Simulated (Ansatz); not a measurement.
## Geometry relaxation of CH₁₀B₂SSi₂ (part 1 of 2)

CH₁₀B₂SSi₂, computed with UKS PBE/STO-3G (Ansatz 0.2.0).

It belongs to a series of runs on one base structure; here: start relaxed. Figures and captions count atoms from 1; the log counts them from 0 in places.

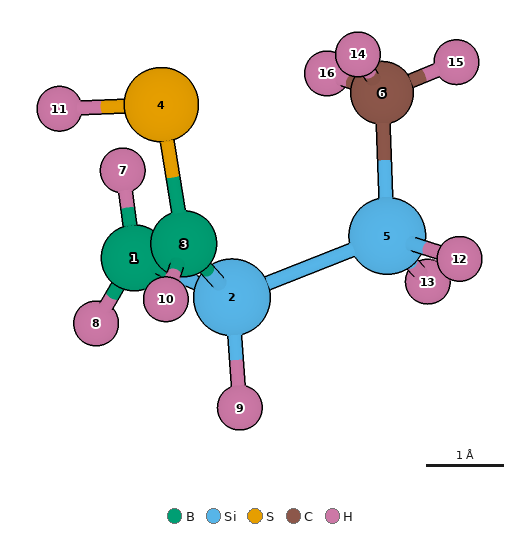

**Figure 1.** The structure as given in the input (ball-and-stick view, seen at a tilt; atoms are numbered from 1 in the order of the input).

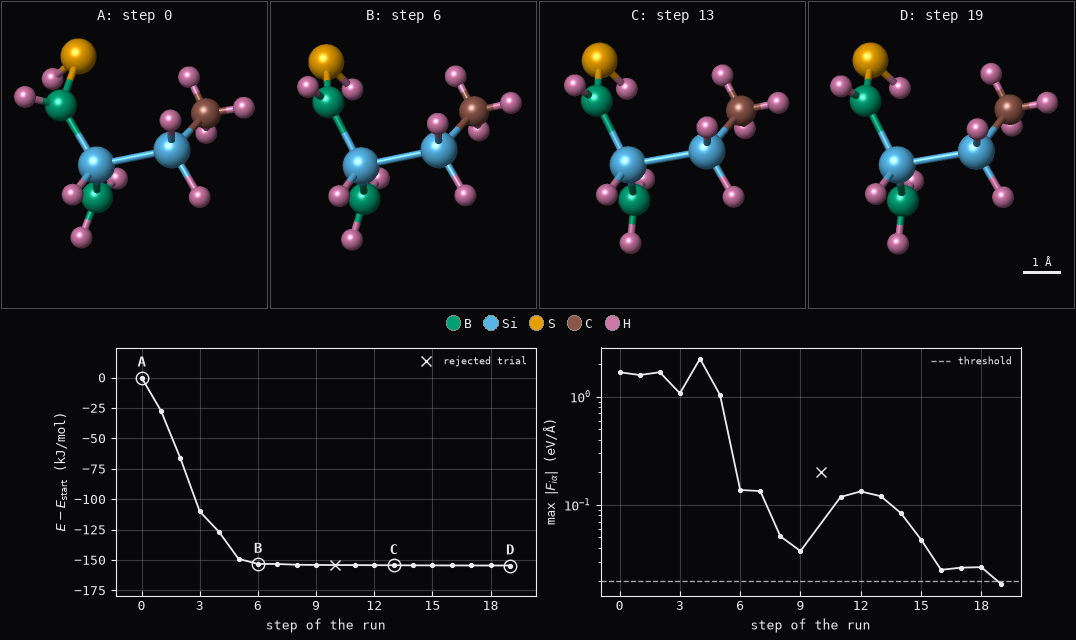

**Figure 2.** Frames of the relaxation (ball-and-stick view, seen at a tilt) above the curves, on which the letters mark them (the first geometry is step 0 here and step 1 in the log).

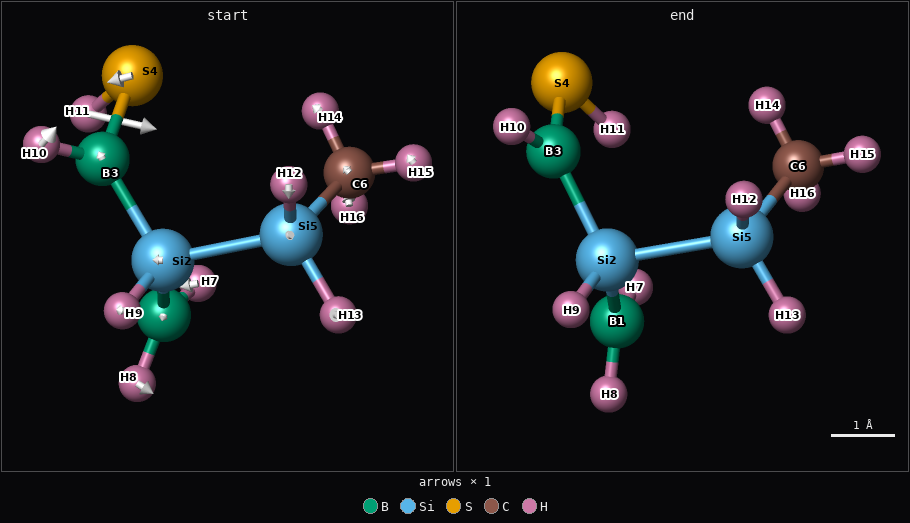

**Figure 3.** Before (left) and after (right) the relaxation, at one scale (ball-and-stick view, seen at a tilt). The white arrows give the displacements, at true length. The largest move after the best rigid fit is that of H11, 1.14 Å. Largest moves by element: H 1.14 Å, S 0.44 Å, Si 0.17 Å, C 0.15 Å, B 0.14 Å. Distances before and after: B3–S4 1.859 → 1.746 Å, Si2–Si5 2.220 → 2.282 Å, Si5–H13 1.516 → 1.458 Å, S4–H11 1.429 → 1.377 Å. Among the angles that change: B1–Si2–B3 107.3° → 114.7°, B1–Si2–Si5 111.1° → 103.7°, B3–S4–H11 92.7° → 99.0°. After 19 geometry steps the energy has fallen by 154.5 kJ/mol. The largest force component goes from 1.7 to 0.018 eV/Å. The line search rejected the trial step at point 10 (counted from 0) and went back. (Atoms are counted from 1 in the order of the input.)

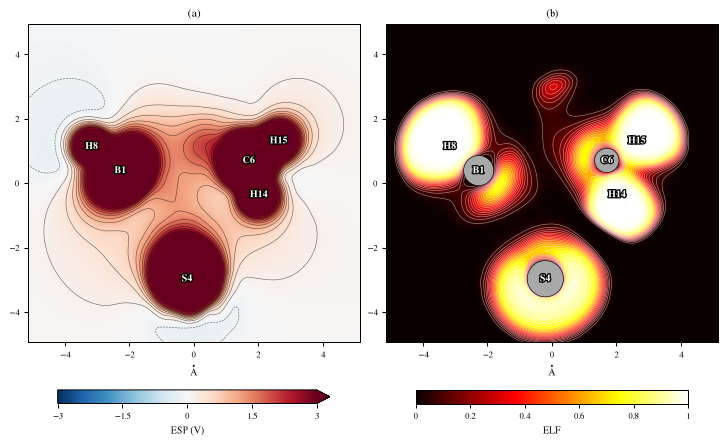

**Figure 4.** (a) molecular electrostatic potential; (b) electron localisation function on the plane of atoms H14, C6 and H15. Grey discs, where drawn, cover atomic cores. Atoms in the plane: B, S, C and H. C–H (1.10 Å): the ELF climbs to about 1 towards the hydrogen, as it does in any bond to H; a covalent bond by its length. The potential has no marked negative region in this plane.

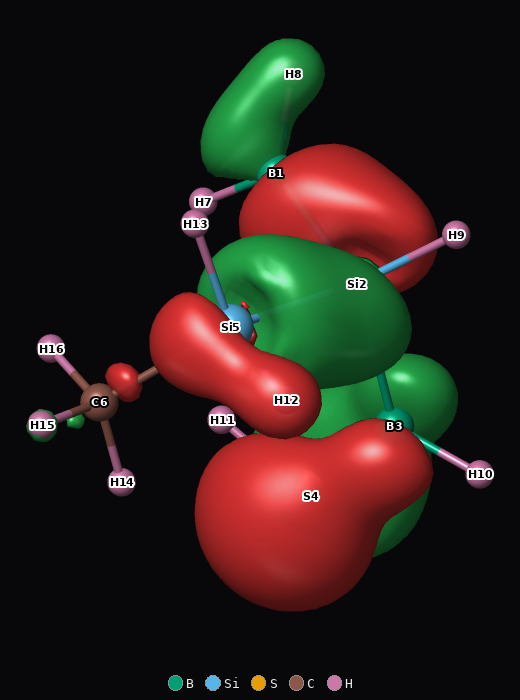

**Figure 5.** One frontier orbital at ±0.1 Å⁻³ᐟ² (green and red are the two phases), seen at an oblique angle. The HOMO (β), at −4.27 eV. It lies mainly on S4 (50 %), Si2 (15 %), Si5 (10 %) and B1 (10 %).

The input and output of the run follow.

Input file:
```yaml
crystal:
  periodic: [false, false, false]
  atoms:
    - { symbol: B, position_ang: [-0.8044, -1.4309, -1.4581] }
    - { symbol: Si, position_ang: [0.5929, -0.1523, -1.1123] }
    - { symbol: B, position_ang: [1.8499, -0.9861, 0.0604] }
    - { symbol: S, position_ang: [1.4092, -1.6429, 1.7427] }
    - { symbol: Si, position_ang: [-0.2248, 1.6916, -0.1843] }
    - { symbol: C, position_ang: [-1.1797, 1.2686, 1.3738] }
    - { symbol: H, position_ang: [-1.486, -1.7894, -0.5745] }
    - { symbol: H, position_ang: [-1.0341, -1.7166, -2.5833] }
    - { symbol: H, position_ang: [1.2661, 0.2255, -2.3304] }
    - { symbol: H, position_ang: [3.0056, -1.1172, -0.25] }
    - { symbol: H, position_ang: [0.9927, -2.9038, 1.2145] }
    - { symbol: H, position_ang: [0.895, 2.615, 0.1976] }
    - { symbol: H, position_ang: [-1.1793, 2.3886, -1.1337] }
    - { symbol: H, position_ang: [-0.517, 0.8174, 2.1379] }
    - { symbol: H, position_ang: [-1.6404, 2.1525, 1.8054] }
    - { symbol: H, position_ang: [-1.9687, 0.5574, 1.1386] }
magnetization:
  spin_polarized: true
basis:
  gaussian: { orbitals: STO-3G }
hamiltonian:
  xc: pbe
relax:
  f_tol: 0.02
  max_steps: 40
output:
  orbitals: {}
```

Launched with:
```bash
ansatz run input.yaml --threads 1 --pin off --max-ram 2048MiB --backend cpu --events-out ev --progress --plain --runs-dir out
```

Log:
```
The last accepted step is kept in [file] (removed where the run ends without a failure and the disk answers)
Engine: ansatz 0.2.0, x86_64-unknown-linux-gnu
Functional definition: PBE
  parameter kappa = 0.804
  parameter beta = 0.06672455060314922
  exchange = pbe_x(kappa = kappa, mu = beta*pi^2/3)
  correlation = pbe_c(beta = beta)
707 factors; integrals over basis functions are off by at most 2.2e-5 eV
mean field evaluation 1: about -28790.5180 eV, gradient 1.6e1 eV
mean field evaluation 2: about -28789.9247 eV, gradient 1.7e1 eV
mean field evaluation 4: about -28792.2175 eV, gradient 9.7e-1 eV
mean field evaluation 8: about -28792.0959 eV, gradient 4.6e-2 eV
mean field evaluation 16: about -28772.7060 eV, gradient 3.2e1 eV
mean field -28792.09592451 eV, -1058.0900092424 hartree, gradient 4.8e-5 eV, S^2 0.000000; 2 other end points of the search recorded, 0 dependent functions left out
the calculation of the forces begins
reference -28792.09595287 eV, -1058.0900102844 hartree; 35, 35 occupied and 17, 17 virtual orbitals, 707 factors
relax step   1: F+E_penalty+E_count = -28792.09592451 eV  Δ(F+E_penalty+E_count) = +0.000e0 eV  max|allowed force component| = 1.679e0 eV/Å  Δτ_max = 0.0000 Å  (49 SCF iters, accepted)
these checks for a lower state are left out or cut short: starts, cluster_reference, orbital_swaps, neighbouring_geometries, increment
707 factors; integrals over basis functions are off by at most 2.1e-5 eV
mean field -28792.37847925 eV, -1058.1003929372 hartree, gradient 1.2e-5 eV, S^2 0.000000; 0 other end points of the search recorded, 0 dependent functions left out
[... from here on the field's lines of each further geometry are left out, up to the last ...]
relax step   2: F+E_penalty+E_count = -28792.37847925 eV  Δ(F+E_penalty+E_count) = -2.826e-1 eV  max|allowed force component| = 1.583e0 eV/Å  Δτ_max = 0.1902 Å  (30 SCF iters, accepted)
relax step   3: F+E_penalty+E_count = -28792.78281023 eV  Δ(F+E_penalty+E_count) = -4.043e-1 eV  max|allowed force component| = 1.679e0 eV/Å  Δτ_max = 0.1950 Å  (31 SCF iters, accepted)
relax step   4: F+E_penalty+E_count = -28793.23672456 eV  Δ(F+E_penalty+E_count) = -4.539e-1 eV  max|allowed force component| = 1.074e0 eV/Å  Δτ_max = 0.1949 Å  (30 SCF iters, accepted)
relax step   5: F+E_penalty+E_count = -28793.41212582 eV  Δ(F+E_penalty+E_count) = -1.754e-1 eV  max|allowed force component| = 2.236e0 eV/Å  Δτ_max = 0.1950 Å  (29 SCF iters, accepted)
relax step   6: F+E_penalty+E_count = -28793.64049535 eV  Δ(F+E_penalty+E_count) = -2.284e-1 eV  max|allowed force component| = 1.034e0 eV/Å  Δτ_max = 0.2000 Å  (30 SCF iters, accepted)
relax step   7: F+E_penalty+E_count = -28793.68402313 eV  Δ(F+E_penalty+E_count) = -4.353e-2 eV  max|allowed force component| = 1.373e-1 eV/Å  Δτ_max = 0.0737 Å  (25 SCF iters, accepted)
relax step   8: F+E_penalty+E_count = -28793.68454553 eV  Δ(F+E_penalty+E_count) = -5.224e-4 eV  max|allowed force component| = 1.341e-1 eV/Å  Δτ_max = 0.0688 Å  (25 SCF iters, accepted)
relax step   9: F+E_penalty+E_count = -28793.69122091 eV  Δ(F+E_penalty+E_count) = -6.675e-3 eV  max|allowed force component| = 5.128e-2 eV/Å  Δτ_max = 0.0769 Å  (25 SCF iters, accepted)
relax step  10: F+E_penalty+E_count = -28793.69281713 eV  Δ(F+E_penalty+E_count) = -1.596e-3 eV  max|allowed force component| = 3.748e-2 eV/Å  Δτ_max = 0.0368 Å  (27 SCF iters, accepted)
relax step  11: F+E_penalty+E_count = -28793.69103775 eV  Δ(F+E_penalty+E_count) = +1.779e-3 eV  max|allowed force component| = 2.005e-1 eV/Å  Δτ_max = 0.1474 Å  (25 SCF iters, rejected (line search))
relax step  12: F+E_penalty+E_count = -28793.69405429 eV  Δ(F+E_penalty+E_count) = -1.237e-3 eV  max|allowed force component| = 1.185e-1 eV/Å  Δτ_max = 0.0720 Å  (25 SCF iters, accepted)
relax step  13: F+E_penalty+E_count = -28793.69477549 eV  Δ(F+E_penalty+E_count) = -7.212e-4 eV  max|allowed force component| = 1.332e-1 eV/Å  Δτ_max = 0.0683 Å  (25 SCF iters, accepted)
relax step  14: F+E_penalty+E_count = -28793.69538077 eV  Δ(F+E_penalty+E_count) = -6.053e-4 eV  max|allowed force component| = 1.203e-1 eV/Å  Δτ_max = 0.0375 Å  (26 SCF iters, accepted)
relax step  15: F+E_penalty+E_count = -28793.69608699 eV  Δ(F+E_penalty+E_count) = -7.062e-4 eV  max|allowed force component| = 8.384e-2 eV/Å  Δτ_max = 0.0179 Å  (22 SCF iters, accepted)
relax step  16: F+E_penalty+E_count = -28793.69648167 eV  Δ(F+E_penalty+E_count) = -3.947e-4 eV  max|allowed force component| = 4.788e-2 eV/Å  Δτ_max = 0.0348 Å  (26 SCF iters, accepted)
relax step  17: F+E_penalty+E_count = -28793.69692870 eV  Δ(F+E_penalty+E_count) = -4.470e-4 eV  max|allowed force component| = 2.512e-2 eV/Å  Δτ_max = 0.0220 Å  (22 SCF iters, accepted)
relax step  18: F+E_penalty+E_count = -28793.69727311 eV  Δ(F+E_penalty+E_count) = -3.444e-4 eV  max|allowed force component| = 2.634e-2 eV/Å  Δτ_max = 0.0330 Å  (26 SCF iters, accepted)
relax step  19: F+E_penalty+E_count = -28793.69739699 eV  Δ(F+E_penalty+E_count) = -1.239e-4 eV  max|allowed force component| = 2.660e-2 eV/Å  Δτ_max = 0.0183 Å  (22 SCF iters, accepted)
the calculation of the forces begins
reference -28793.69751365 eV, -1058.1488665575 hartree; 35, 35 occupied and 17, 17 virtual orbitals, 708 factors
relax step  20: F+E_penalty+E_count = -28793.69748570 eV  Δ(F+E_penalty+E_count) = -8.871e-5 eV  max|allowed force component| = 1.848e-2 eV/Å  Δτ_max = 0.0147 Å  (21 SCF iters, accepted)
708 factors; integrals over basis functions are off by at most 3.2e-5 eV
mean field evaluation 160: about -28791.6319 eV, gradient 1.7e1 eV
mean field -28793.69748570 eV, -1058.1488655302 hartree, gradient 2.5e-5 eV, S^2 0.000000; 1 other end points of the search recorded, 0 dependent functions left out
the calculation of the forces begins
reference -28793.69751365 eV, -1058.1488665575 hartree; 35, 35 occupied and 17, 17 virtual orbitals, 708 factors
Total energy: -28793.69751365 eV, -1058.1488665575 hartree
Atom 0 at    -0.797903    -1.422932    -1.567348 Å, force     0.002967    -0.006474     0.005295 eV/Å
Atom 1 at     0.707463    -0.271667    -1.163135 Å, force     0.007279     0.007815     0.010215 eV/Å
Atom 2 at     1.968565    -1.000479     0.144175 Å, force     0.009185     0.007231    -0.003258 eV/Å
Atom 3 at     1.577820    -1.981654     1.534751 Å, force    -0.014253    -0.003589    -0.005640 eV/Å
Atom 4 at    -0.256206     1.570159    -0.222751 Å, force    -0.002182     0.001285     0.006984 eV/Å
Atom 5 at    -1.080322     1.192369     1.432507 Å, force     0.000484    -0.018475    -0.000833 eV/Å
Atom 6 at    -1.339129    -2.038582    -0.715428 Å, force    -0.002441     0.000851     0.001701 eV/Å
Atom 7 at    -1.252515    -1.520369    -2.652088 Å, force    -0.005245    -0.000647    -0.011652 eV/Å
Atom 8 at     1.383622     0.205207    -2.364489 Å, force    -0.000642    -0.002198    -0.001049 eV/Å
Atom 9 at     3.117326    -0.761860     0.039386 Å, force    -0.015880    -0.002645     0.002433 eV/Å
Atom 10 at     0.215573    -2.077546     1.354664 Å, force     0.015575     0.004367     0.002335 eV/Å
Atom 11 at     0.757767     2.597259    -0.011423 Å, force    -0.002040    -0.002308    -0.000975 eV/Å
Atom 12 at    -1.256865     2.138134    -1.118811 Å, force     0.001756    -0.001927     0.000656 eV/Å
Atom 13 at    -0.361088     0.774338     2.157210 Å, force    -0.005544     0.004739    -0.005218 eV/Å
Atom 14 at    -1.503984     2.108976     1.876792 Å, force     0.001966     0.001740    -0.002827 eV/Å
Atom 15 at    -1.903123     0.466046     1.320288 Å, force     0.009015     0.010235     0.001834 eV/Å
Dipole moment:    -0.133880    -0.040270     0.209272 e Å
```

Trajectory as extended XYZ (Å, eV, eV/Å), 20 frames, from step=1 to step=20:
```
16
Properties=species:S:1:pos:R:3:forces:R:3 step=1 energy=-28792.09593
B    -0.8044   -1.4309   -1.4581   -0.2438   0.6429  -0.3848
Si    0.5929   -0.1523   -1.1123    0.1471  -0.3300  -0.9874
B     1.8499   -0.9861    0.0604    0.8938  -1.0298   1.2403
S     1.4092   -1.6429    1.7427   -0.0786  -1.1351  -0.6967
Si   -0.2248    1.6916   -0.1843   -0.4170   1.6791   0.0526
C    -1.1797    1.2686    1.3738    0.6868  -0.2190   0.0332
H    -1.4860   -1.7894   -0.5745   -0.1413  -0.3894   0.0279
H    -1.0341   -1.7166   -2.5833   -0.0793  -0.3458   0.2332
H     1.2661    0.2255   -2.3304    0.1434   0.1532  -0.3842
H     3.0056   -1.1172   -0.2500   -0.4510   0.3575  -0.0156
H     0.9927   -2.9038    1.2145    0.2180   1.4489   0.4030
H     0.8950    2.6150    0.1976   -0.7289  -0.4783  -0.4047
H    -1.1793    2.3886   -1.1337    0.9247  -0.4960   0.7021
H    -0.5170    0.8174    2.1379   -0.1635   0.0074  -0.1316
H    -1.6404    2.1525    1.8054   -0.2708   0.5429   0.2877
H    -1.9687    0.5574    1.1386   -0.4397  -0.4085   0.0249
16
Properties=species:S:1:pos:R:3:forces:R:3 step=2 energy=-28792.37848
B    -0.8994   -1.3272   -1.5273    0.7255  -1.5830  -0.0811
Si    0.6347   -0.1782   -1.1808   -0.8352  -0.1969  -0.2224
B     1.8639   -1.0323    0.0706    0.5796  -0.0426   0.7833
S     1.4567   -1.6301    1.7720    0.3731  -0.8011  -1.1609
Si   -0.2194    1.6628   -0.1500    0.3210   0.3313  -0.1768
C    -1.1850    1.2640    1.4162    0.0992  -0.1091  -0.0082
H    -1.4533   -1.8941   -0.6213   -0.0588   0.6754  -0.4385
H    -1.0413   -1.8407   -2.6083   -0.2815   0.6033   0.4826
H     1.3015    0.2242   -2.4111    0.0506   0.0784  -0.0055
H     3.0286   -1.0007   -0.2186   -0.3776   0.3396   0.2080
H     0.8625   -2.7651    1.2107   -0.3790   0.8126   0.4294
H     0.8643    2.5972    0.1531   -0.0910  -0.0661   0.1041
H    -1.0779    2.3673   -1.0993   -0.0471  -0.0916   0.0631
H    -0.5372    0.7721    2.1628   -0.0267   0.0081  -0.0009
H    -1.5993    2.1777    1.8715   -0.0019   0.0466   0.0218
H    -2.0225    0.5804    1.2041   -0.0501  -0.0051   0.0017
16
Properties=species:S:1:pos:R:3:forces:R:3 step=3 energy=-28792.78281
B    -0.8591   -1.3954   -1.5296    0.1984  -0.7563  -0.0700
Si    0.6324   -0.1973   -1.1802   -0.5080  -0.2825  -0.0258
B     1.8961   -1.0171    0.0768    0.4102  -0.2079   0.8702
S     1.5499   -1.6925    1.7544    0.1937  -0.7337  -1.6792
Si   -0.2089    1.6590   -0.1493    0.1387   0.0303  -0.1661
C    -1.1784    1.2578    1.4165    0.0385  -0.0595   0.0066
H    -1.4744   -1.8924   -0.6319    0.0828   0.3615  -0.3030
H    -1.0666   -1.8469   -2.6172   -0.0819   0.3095   0.3450
H     1.2979    0.2262   -2.4075    0.0340   0.0081   0.0431
H     3.0496   -0.9321   -0.2122   -0.2075   0.4500   0.2871
H     0.6978   -2.6609    1.2088   -0.2476   0.9187   0.5990
H     0.8623    2.5986    0.1626    0.0116  -0.0434   0.0835
H    -1.0753    2.3547   -1.0928   -0.0739  -0.0278   0.0142
H    -0.5355    0.7617    2.1640   -0.0073   0.0132   0.0114
H    -1.5881    2.1739    1.8750    0.0224  -0.0022   0.0016
H    -2.0228    0.5800    1.2067   -0.0041   0.0222  -0.0175
16
Properties=species:S:1:pos:R:3:forces:R:3 step=4 energy=-28793.23672
B    -0.8330   -1.4495   -1.5303   -0.1483  -0.1232  -0.0238
Si    0.6244   -0.2243   -1.1729    0.0093  -0.2018   0.0600
B     1.9276   -1.0139    0.0797    0.1680  -0.2104   0.5503
S     1.6347   -1.8089    1.6723    0.8704   0.0295  -1.0736
Si   -0.2030    1.6504   -0.1562   -0.0105  -0.1230  -0.0665
C    -1.1726    1.2529    1.4132   -0.0030  -0.0152   0.0084
H    -1.4908   -1.8834   -0.6409    0.0964   0.0605  -0.1482
H    -1.0873   -1.8424   -2.6198    0.0051   0.0479   0.1443
H     1.2953    0.2195   -2.3929   -0.0085  -0.0483   0.0629
H     3.0707   -0.8398   -0.1795   -0.1138   0.4146   0.3023
H     0.5635   -2.5252    1.2480   -0.9280   0.2207   0.1873
H     0.8647    2.5874    0.1712    0.0492  -0.0445   0.0228
H    -1.0814    2.3464   -1.0887   -0.0344  -0.0144  -0.0015
H    -0.5341    0.7574    2.1643    0.0012   0.0084   0.0054
H    -1.5798    2.1708    1.8720    0.0338  -0.0178  -0.0174
H    -2.0219    0.5801    1.2048    0.0131   0.0168  -0.0126
16
Properties=species:S:1:pos:R:3:forces:R:3 step=5 energy=-28793.41213
B    -0.8362   -1.4646   -1.5352   -0.1066  -0.1242   0.0729
Si    0.6265   -0.2544   -1.1671    0.2830   0.0228   0.1837
B     1.9546   -1.0223    0.0927    0.4527   0.9150  -1.1018
S     1.7502   -1.8908    1.5618   -2.2363  -1.7200  -0.0807
Si   -0.1987    1.6350   -0.1600   -0.0032  -0.3225   0.0036
C    -1.1694    1.2488    1.4138   -0.0943   0.0382   0.0055
H    -1.4964   -1.8925   -0.6487    0.0417   0.0114  -0.0757
H    -1.1019   -1.8520   -2.6189   -0.0178   0.0406   0.0062
H     1.2990    0.2067   -2.3831   -0.0429  -0.0954   0.0992
H     3.0853   -0.7303   -0.1250   -0.2541   0.1805   0.1855
H     0.4044   -2.4168    1.2790    1.8190   1.0544   0.8022
H     0.8678    2.5673    0.1699    0.1171   0.0024   0.0275
H    -1.0758    2.3355   -1.0831   -0.0992   0.0335  -0.0856
H    -0.5354    0.7536    2.1680    0.0107  -0.0040   0.0123
H    -1.5708    2.1726    1.8713    0.0602  -0.0831  -0.0598
H    -2.0262    0.5815    1.2089    0.0699   0.0504   0.0049
```
